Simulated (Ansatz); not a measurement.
## SrLi2SnS4 (I-42m): refractive index against wavelength

The refractive index of SrLi2SnS4 (I-42m) along x below the direct gap (2.46 eV on the mesh) is read from one computed spectrum, n = √(Re ε). x, y and z are the Cartesian axes of the input cell.

Cell: a, b, c = 6.152, 6.152, 6.152 Å (primitive vectors), 8 atoms.

Method: Ansatz 0.2.0, LDA, independent particles, k-mesh 6×6×6 with interpolation inside its cells, Gaussian parameter 0.1 eV.

Launch of the response step: `ansatz run input.yaml --threads 4 --pin off --max-ram 8192MiB --backend cpu --events-out ev --progress --plain --runs-dir out`. The run took 2.3 min, on 4 threads of Intel(R) Xeon(R) Processor @ 2.50GHz (Skylake/Cascade Lake), with other jobs on the host.

```
wavelength (nm)  photon energy E (eV)       n
           3000                 0.413  2.4809
           2000                 0.620  2.4894
           1550                 0.800       ?
           1310                 0.946  2.5105
           1064                 1.165  2.5306
            850                 1.459  2.5665
```

In the single-oscillator model n² − 1 = E₀E_d/(E₀² − E²), so 1/(n² − 1) = E₀/E_d − E²/(E₀E_d) is linear in E².

Working, on the rows shown:

| x = E² (eV²) | y = 1/(n² − 1) |
| --- | --- |
| 0.170801 | 0.193992 |
| 0.384302 | 0.192415 |
| 0.895757 | 0.188586 |
| 1.35784 | 0.18505 |
| 2.12762 | 0.178989 |

Means: x̄ = 0.98727, ȳ = 0.18781. Σ(x − x̄)(y − ȳ) = -0.01898, Σ(x − x̄)² = 2.476. Slope = -0.01898 / 2.476 = -0.007663; intercept = ȳ − slope · x̄ = 0.19537. Turned back into n, the line misses the rows shown by at most 0.00048.

Question: Fill in the last column of the withheld row.

Answer: At x = 0.63984 the line gives y = 0.19047, that is 2.5000. The run gave 2.4998, so the interpolation is off by 0.00024, 0.3 % of the range in the table.

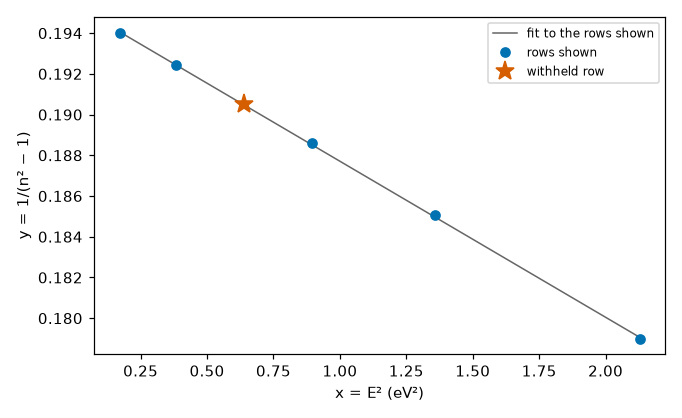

Refitted with all rows, the slope is -0.007668 and the intercept 0.19538. These give E₀ = √(intercept/−slope) = 5.05 eV and E_d = E₀/intercept = 25.8 eV; E₀ is 2.1 times the direct gap. The electronic limit at long wavelengths, without lattice vibrations, is n = √(1 + 1/intercept) = 2.473. Excitons are left out and so are local fields; LDA gaps are as a rule too small. Spin-orbit coupling is left out.

[Logs are printed without paths, hosts, clocks, repeated set-up lines and the standing remarks that a program may print on its own settings, such as how far it seeks lower states.]
